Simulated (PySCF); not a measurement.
System: C$_{3}$H$_{5}$GeO$_{4}$ (SMILES O=CO[CH2][GeH2][C](=O)[O-]) (charge −1).

```xyz
13

O    -3.0894    0.1699   -0.6961
C    -2.3518    0.8030    0.0188
O    -1.1775    0.4964    0.4710
C    -0.5371   -0.7156    0.0298
Ge    1.2563   -0.2209   -0.8496
C     2.5357    0.5564    1.0041
O     2.5278   -0.4000    1.7004
O     2.8797    1.6787    0.8645
H    -2.6295    1.8083    0.4090
H    -1.2157   -1.2638   -0.6225
H    -0.3515   -1.3107    0.9260
H     0.6221    0.1352   -2.2861
H     1.5265   -1.7364   -1.2588
```

Geometry: GFN2-xTB.

Level of theory: wB97X-D/def2-SVPD, SCF density, gas phase in PySCF 2.14.0.

Q: Predict the electron density and electron localisation function between the atoms.

A: C–O (1.21 Å): the density is about 3.3 e/Å³ at the midpoint; the ELF peaks at about 0.85 between the atoms; a multiple bond.
C–H (1.09 Å): ρ is about 2 e/Å³ halfway; the ELF climbs to about 1 towards the hydrogen, as it does in any bond to H: an ordinary covalent bond to hydrogen.
C–O (1.30 Å): ρ at the midpoint is about 2.7 e/Å³; the ELF peaks at about 0.90 between the atoms: a short, strongly polar bond.

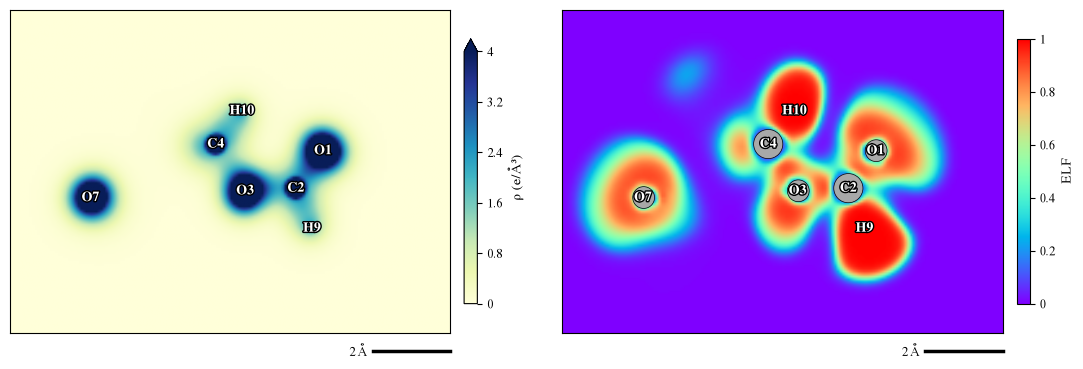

Computed electron density and electron localisation function on the plane of atoms O3, C2 and H9, in this order. Grey discs cover the atomic cores in the ELF map. 
